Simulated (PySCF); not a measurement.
```xyz
3

Yb    0.2380    0.0000   -0.3758
O     1.8294    0.0000    0.6514
Cl   -2.0299    0.0000    0.9239
```

The highest occupied orbital lies above zero, a sign that basis and functional describe the outermost electron poorly.

All numbers below come from RKS PBE0, Yb def2-SVP with ECP28, O def2-SVP, Cl def2-SVP; non-relativistic Hamiltonian with scalar-relativistic core potentials where named; density fitting (PySCF 2.14.0).

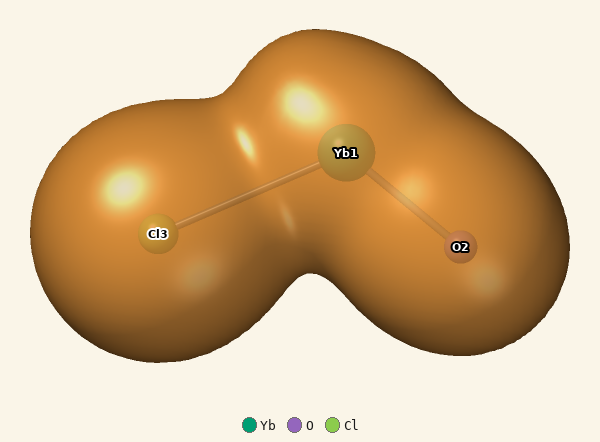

ClOYb (charge −1). Isosurface of the total electron density at 0.05 e/Å³ (orange), seen across its widest extent.

Question: What does this surface tell about the bonding?

Answer: At this value the surface is in one piece. It bridges the sampled Yb–O (1.89 Å) and Yb–Cl (2.61 Å) contacts, where the density stays above the isovalue. On the grid the lowest density along these lines, outside the cores, is 1.1 e/Å³ (Yb–O, 1.89 Å) and 0.31 e/Å³ (Yb–Cl, 2.61 Å).
